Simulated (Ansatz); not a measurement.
**Si2H3 (doublet): inputs that go wrong at a displaced geometry (v1)**

4 inputs are run for Si2H3 (doublet) as typed; the log has to tell whether the result can be used and what must change.

Program: Ansatz 0.2.0, Gaussian basis. Level of theory: the settings change from run to run. These are calculated values, not measurements.

20 further runs of the same task are left out: 9 that didn't finish, 11 set aside as unsound or not needed.

## (1) The geometry

The geometry is a PBE0/def2-TZVP stationary point (not a proven minimum) with its atoms shifted at random (size 0.040 Å).

5 atoms, charge 0, spin multiplicity 2.

Atoms are counted from 1 here; the program's logs count them from 0.

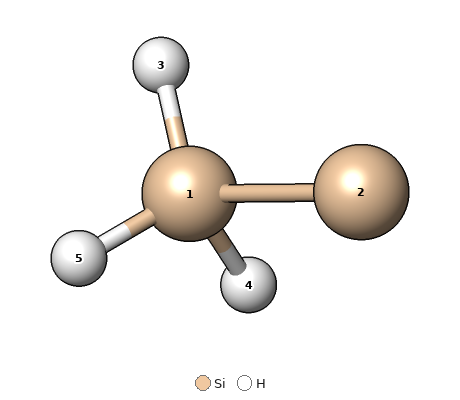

The geometry (silicon light orange, hydrogen white); atoms are numbered from 1 in the order of the file.

As a file:

```csv
atom,x (Å),y (Å),z (Å)
Si1,0.00728,0.00732,1.10442
Si2,0.00847,-0.00882,-1.27472
H3,0.61802,1.25668,1.72232
H4,-1.52966,-0.01233,1.32238
H5,0.47287,-1.20234,1.70063
```

## (2) Attempt 1

Contents of in.yaml:

```yaml
crystal:
  periodic: [false, false, false]
  atoms:
    - {symbol: Si, position_ang: [0.007278, 0.007318, 1.104419]}
    - {symbol: Si, position_ang: [0.008469, -0.008825, -1.274721]}
    - {symbol: H, position_ang: [0.618024, 1.256678, 1.722316]}
    - {symbol: H, position_ang: [-1.529657, -0.012334, 1.322379]}
    - {symbol: H, position_ang: [0.472870, -1.202339, 1.700629]}
basis:
  gaussian: {orbitals: 6-31G}
magnetization: {spin_polarized: false, initial_magnetization: 2}
correlation: {active_space: {window: {electrons: 3, orbitals: 5}, fixed_orbitals: true}}
output: {forces: true}
```

The run is started by

```
$ ansatz run in.yaml --threads 1 --pin off --events-out ev --progress --plain --max-ram 2393MiB
```

Output:

```text
Error: a molecule whose nuclei and cores have a total charge of 31 cannot have a net charge of 0 together with 2 unpaired electrons
```

Run time: 0.03 s. Hardware: 1 thread of Arm Neoverse V2, shared host.

**Diagnosis.** The run was refused. The number of unpaired electrons doesn't fit the electron count. Cure: make charge and initial_magnetization agree.

## (3) Attempt 2

Contents of in.yaml:

```yaml
crystal:
  periodic: [false, false, false]
  atoms:
    - {symbol: Si, position_ang: [0.007278, 0.007318, 1.104419]}
    - {symbol: Si, position_ang: [0.008469, -0.008825, -1.274721]}
    - {symbol: H, position_ang: [0.618024, 1.256678, 1.722316]}
    - {symbol: H, position_ang: [-1.529657, -0.012334, 1.322379]}
    - {symbol: H, position_ang: [0.472870, -1.202339, 1.700629]}
basis:
  gaussian: {orbitals: def2-SVP}
magnetization: {spin_polarized: false, initial_magnetization: 1}
correlation: {method: fic_mrcisd_q, electrons: outside_noble_gas, active_space: {window: {electrons: 40, orbitals: 30}}}
accuracy: high
```

Launched as before.

Output:

```text
Functional definition: HF
  name "HF"
  cite "Fock, Z. Phys. 61, 126 (1930) doi:10.1007/BF01340294"
  parent pbe
  exchange = exact_x
  correlation = 0
990 factors; integrals over basis functions are off by at most 4.0e-9 eV
mean field evaluation 1: about -15763.5699 eV, gradient 1.0e1 eV
mean field evaluation 2: about -15763.5730 eV, gradient 1.0e1 eV
mean field evaluation 4: about -15764.4652 eV, gradient 9.0e-1 eV
mean field evaluation 8: about -15764.4717 eV, gradient 1.1e-3 eV
mean field evaluation 16: about -15764.4058 eV, gradient 1.0e0 eV
mean field -15764.47168636 eV, -579.3336489311 hartree, gradient 9.4e-8 eV, S^2 0.750000; 4 other end points of the search recorded, 0 dependent functions left out
reference -15764.47168636 eV, -579.3336489311 hartree; 16, 15 occupied and 35, 36 virtual orbitals, 990 factors
Error: 40 electrons in 30 orbitals form no window around the highest filled level of the reference
```

Run time: 0.66 s. Hardware: 1 thread of Arm Neoverse V2, shared host.

Diagnosis: The run stopped with an error. The active window can't be built from these electrons and orbitals. Fix: choose counts that fit the spin, the electrons and the basis.

## (4) Attempt 3

Contents of in.yaml:

```yaml
crystal:
  periodic: [false, false, false]
  atoms:
    - {symbol: Si, position_ang: [0.007278, 0.007318, 1.104419]}
    - {symbol: Si, position_ang: [0.008469, -0.008825, -1.274721]}
    - {symbol: H, position_ang: [0.618024, 1.256678, 1.722316]}
    - {symbol: H, position_ang: [-1.529657, -0.012334, 1.322379]}
    - {symbol: H, position_ang: [0.472870, -1.202339, 1.700629]}
basis:
  gaussian: {orbitals: def2-SVP}
magnetization: {spin_polarized: false, initial_magnetization: 1}
correlation: {method: mp2, frozen_orbitals: {Si: 9}}
output: {forces: true}
```

The command is unchanged.

Output:

```text
Functional definition: HF
  name "HF"
  cite "Fock, Z. Phys. 61, 126 (1930) doi:10.1007/BF01340294"
  parent pbe
  exchange = exact_x
  correlation = 0
Error: "frozen_orbitals" has no count for H
```

It took 0.03 s on 1 thread of Arm Neoverse V2, shared host.

Diagnosis: The run was refused. The frozen-orbital counts are incomplete or too large. To mend it, leave frozen_orbitals out, or give each element a count that its core has.

## (5) Attempt 4

Contents of in.yaml:

```yaml
crystal:
  periodic: [false, false, false]
  atoms:
    - {symbol: Si, position_ang: [0.007278, 0.007318, 1.104419]}
    - {symbol: Si, position_ang: [0.008469, -0.008825, -1.274721]}
    - {symbol: H, position_ang: [0.618024, 1.256678, 1.722316]}
    - {symbol: H, position_ang: [-1.529657, -0.012334, 1.322379]}
    - {symbol: H, position_ang: [0.472870, -1.202339, 1.700629]}
basis:
  gaussian: {orbitals: def2-mTZVP}
magnetization: {spin_polarized: false, initial_magnetization: 1}
correlation: {active_space: {window: {electrons: 7, orbitals: 2}}}
accuracy: high
```

Same command.

Output:

```text
Functional definition: HF
  name "HF"
  cite "Fock, Z. Phys. 61, 126 (1930) doi:10.1007/BF01340294"
  parent pbe
  exchange = exact_x
  correlation = 0
991 factors; integrals over basis functions are off by at most 3.9e-9 eV
mean field evaluation 1: about -15768.4163 eV, gradient 1.1e1 eV
mean field evaluation 2: about -15768.4205 eV, gradient 1.1e1 eV
mean field evaluation 4: about -15769.4514 eV, gradient 1.1e0 eV
mean field evaluation 8: about -15769.4614 eV, gradient 7.4e-4 eV
mean field evaluation 16: about -15769.4351 eV, gradient 3.9e-1 eV
mean field -15769.46138217 eV, -579.5170168699 hartree, gradient 1.2e-8 eV, S^2 0.750000; 4 other end points of the search recorded, 0 dependent functions left out
reference -15769.46138217 eV, -579.5170168699 hartree; 16, 15 occupied and 37, 38 virtual orbitals, 991 factors
Error: 7 electrons in 2 orbitals form no window around the highest filled level of the reference
```

Wall time 0.75 s (1 thread of Arm Neoverse V2, shared host).

What is wrong: The run stopped with an error. The active window can't be built from these electrons and orbitals. Fix: choose counts that fit the spin, the electrons and the basis.

## (6) How the runs ended

```csv
attempt,level,ended,cause,time
1,"CASCI(3,5)/6-31G",refused,the number of unpaired electrons doesn't fit the electron count,0.03 s
2,"MRCISD+Q(40,30)/def2-SVP",stopped by an error,the active window can't be built from these electrons and orbitals,0.66 s
3,MP2 on ROHF/def2-SVP,refused,the frozen-orbital counts are incomplete or too large,0.03 s
4,"CASSCF(7,2)/def2-mTZVP",stopped by an error,the active window can't be built from these electrons and orbitals,0.75 s
```

2 refused, 2 stopped by an error.
